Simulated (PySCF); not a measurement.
# Run report: SiS, geometry relaxation

The run: geometry relaxation of SiS, SMILES [Si-]#[S+]. Method and program: PBE0/pcSseg-2 tight geometry optimisation and Hessian, gas phase (PySCF 2.14.0).

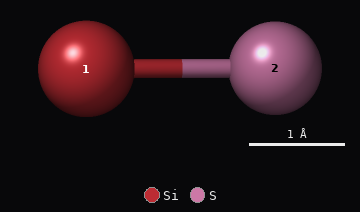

Figure 1. The starting structure (ball-and-stick view, seen on its broad side; atoms are numbered from 1 in the order of the input).

### The input
```
{"job": {"xc": "PBE0", "basis": "pcSseg-2", "grid": 2, "temperatures": [298.15, 400], "kind": "geom"}, "charge": 0, "multiplicity": 1}
Si     1.005086    -0.014665    -0.007647
S     -0.994058     0.019738    -0.048947
```

The first line tells a small driver script what to run in PySCF; the rest is the geometry in Å.

Command:
```bash
OMP_NUM_THREADS=1 python <driver script> task.json out
```

### Output
```
step   0  E = -18706.7195983 eV  max force = 1.98120
step   1  E = -18706.7932407 eV  max force = 0.32359
step   2  E = -18706.7948613 eV  max force = 0.05837
step   3  E = -18706.7949138 eV  max force = 0.00135
step   4  E = -18706.7949138 eV  max force = 0.00135
step   5  E = -18706.7949138 eV  max force = 0.00035
harmonic wavenumbers (cm-1): 767.2
```

### Trajectory as extended XYZ (Å, eV, eV/Å), 6 frames, from step=0 to step=5
```
2
Properties=species:S:1:pos:R:3:forces:R:3 step=0 energy=-18706.71960
Si    1.0051   -0.0147   -0.0076   -1.9812   0.0345  -0.0414
S    -0.9941    0.0197   -0.0489    1.9812  -0.0345   0.0414
2
Properties=species:S:1:pos:R:3:forces:R:3 step=1 energy=-18706.79324
Si    0.9742   -0.0141   -0.0083   -0.3236   0.0059  -0.0070
S    -0.9632    0.0192   -0.0483    0.3236  -0.0059   0.0070
2
Properties=species:S:1:pos:R:3:forces:R:3 step=2 energy=-18706.79486
Si    0.9682   -0.0140   -0.0084    0.0584  -0.0007   0.0009
S    -0.9572    0.0191   -0.0482   -0.0584   0.0007  -0.0009
2
Properties=species:S:1:pos:R:3:forces:R:3 step=3 energy=-18706.79491
Si    0.9691   -0.0140   -0.0084   -0.0014   0.0003  -0.0004
S    -0.9581    0.0191   -0.0482    0.0014  -0.0003   0.0004
2
Properties=species:S:1:pos:R:3:forces:R:3 step=4 energy=-18706.79491
Si    0.9691   -0.0140   -0.0084   -0.0014   0.0003  -0.0004
S    -0.9581    0.0191   -0.0482    0.0014  -0.0003   0.0004
2
Properties=species:S:1:pos:R:3:forces:R:3 step=5 energy=-18706.79491
Si    0.9691   -0.0140   -0.0084    0.0000   0.0003  -0.0003
S    -0.9581    0.0191   -0.0482    0.0000  -0.0003   0.0003
```

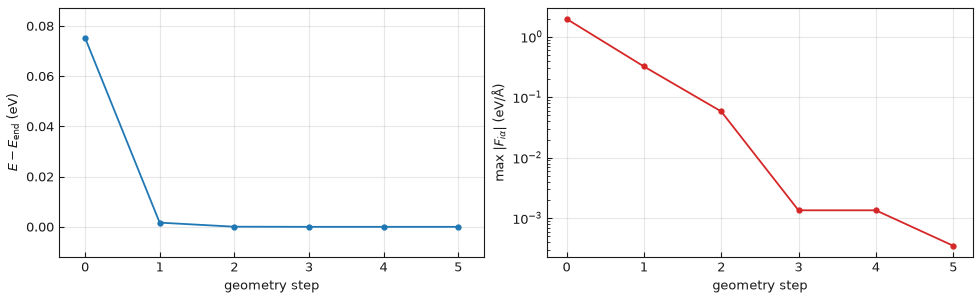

Figure 2. Progress of the relaxation, step by step (steps are counted from 0).

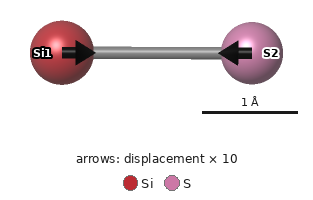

Figure 3. The starting structure with the displacements as black arrows, magnified 10 times (ball-and-stick view, seen at a tilt). The two geometries are laid on each other by the best rigid fit. After 5 geometry steps the energy has fallen by 0.075 eV. Largest force component: 2 eV/Å at the start, 0.00035 eV/Å at the end. The largest moves after the best rigid fit, 0.036 Å, are those of Si1 and S2. By element the largest moves are S 0.036 Å, Si 0.036 Å. Among the contacts that change: Si1–S2 2.000 → 1.928 Å. (Atoms are counted from 1 in the order of the input.)

### Results in brief

```tsv
quantity	value
outcome	converged
wavenumbers, lowest and highest	767 cm⁻¹
hardware	1 CPU thread, shared host
wall time	19 s
peak memory	0.43 GiB
```
